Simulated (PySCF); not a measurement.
C₄H₁₁O₄Si, SMILES [CH2]O[Si](OC)(OC)OC, doublet at its GFN2-xTB optimised geometry (Å):

```
20

C     -0.6249    -1.1402     2.5837
O     -1.0183    -1.1509     1.2966
Si    -0.5794    -0.2590     0.0000
O     -1.3249    -0.9489    -1.2662
C     -1.3682    -2.3100    -1.6152
O      1.0412    -0.2590     0.0000
C      1.9122     0.5351    -0.7671
O     -1.0364     1.2964     0.0000
C     -2.3334     1.8258    -0.1188
H     -0.9988    -1.9480     3.1826
H      0.2188    -0.5479     2.8775
H     -0.3728    -2.6702    -1.8827
H     -2.0352    -2.4055    -2.4725
H     -1.7472    -2.9061    -0.7841
H      2.9205     0.3738    -0.3851
H      1.6457     1.5884    -0.6789
H      1.8673     0.2452    -1.8189
H     -2.2348     2.9061    -0.2278
H     -2.9205     1.5997     0.7736
H     -2.8380     1.4098    -0.9912
```

Calculation: unrestricted B3LYP/def2-SVP (PySCF). Cells within 0.4 Å of a nucleus heavier than hydrogen are left out (blank, or x).

Map of the deformation density (molecule minus spherical neutral atoms) (e/bohr³) on the plane z = 0.0 Å:

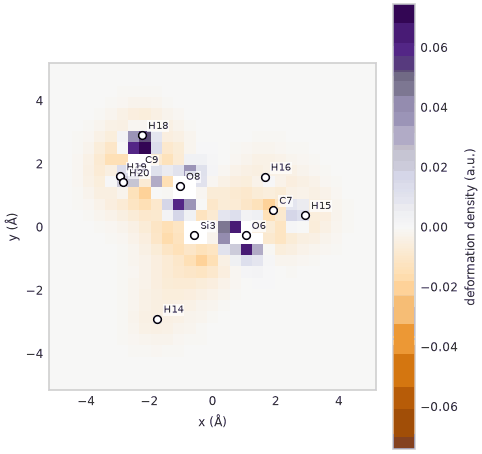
Deformation density (molecule minus spherical neutral atoms) (e/bohr³) on the plane z = 0.0 Å.
